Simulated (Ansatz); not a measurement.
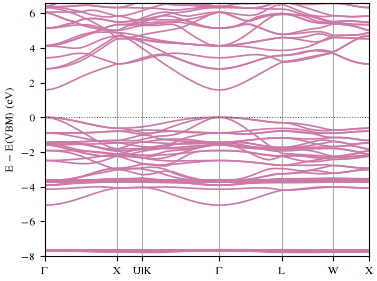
Band structure from plane-wave PAW r²SCAN (Ansatz code)

Question: Read off the gap and where the band edges lie.

Answer: About 1.6 eV (1.56 eV by a search for the band edges); maximum at Γ, minimum at Γ.

Question: Which of these materials gives this?
(A) CdS, rock salt
(B) Lu2CdS4, spinel
(C) MgS, rock salt
(D) BaS, rock salt

Answer: B, Lu2CdS4, spinel

Space group Fd-3m (spinel). The workflow started from an entry of the Crystallography Open Database (COD). Whether it is the stable phase at ambient conditions was not checked. The r²SCAN relaxation kept the symmetry of its start; its stability against distortions is not shown here. Scalar-relativistic: spin–orbit coupling is off unless named, which matters more the heavier the elements.

Potentials: the later of the program's two PAW sets.
